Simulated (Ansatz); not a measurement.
We consider L1₂ (Cu3Au-type) Pt₃Ti, described by B3LYP (VWN-RPA form) (Ansatz, a program for electronic structure, PAW).

Run with plane-wave cutoff 460 eV, 8×8×8 k mesh, Fermi–Dirac smearing 0.05 eV, no spin polarisation, scalar-relativistic PAW data made under PBE.

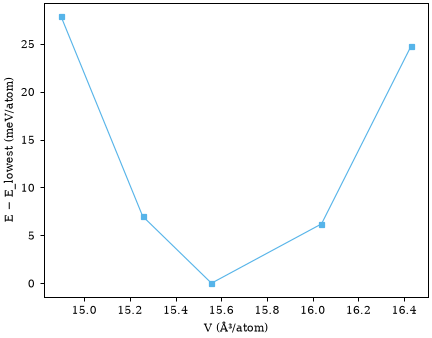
Figure. Total energy against volume

From the curve, estimate the equilibrium volume and the bulk modulus.

V0 ≈ 15.6 Å³/atom and B0 ≈ 230 GPa; the fit gives V0 = 15.649 Å³/atom, B0 = 228 GPa, B′ = 5.1.

Measured, for comparison: equilibrium volume per atom 15.01 Å³/atom (temperature not stated, not corrected to a static lattice; as tabulated in Molecular Dynamics Simulations of PtTi High-Temperature Shape Memory Alloys …). Computed (rounded) less measured: equilibrium volume per atom +4.3 %.

Note: the run has no spin polarisation, so it can have missed a magnetic state.

Spin–orbit coupling is not included.

Computed values are for the static lattice.

It cost around 50 core-minutes (rough) of CPU time.
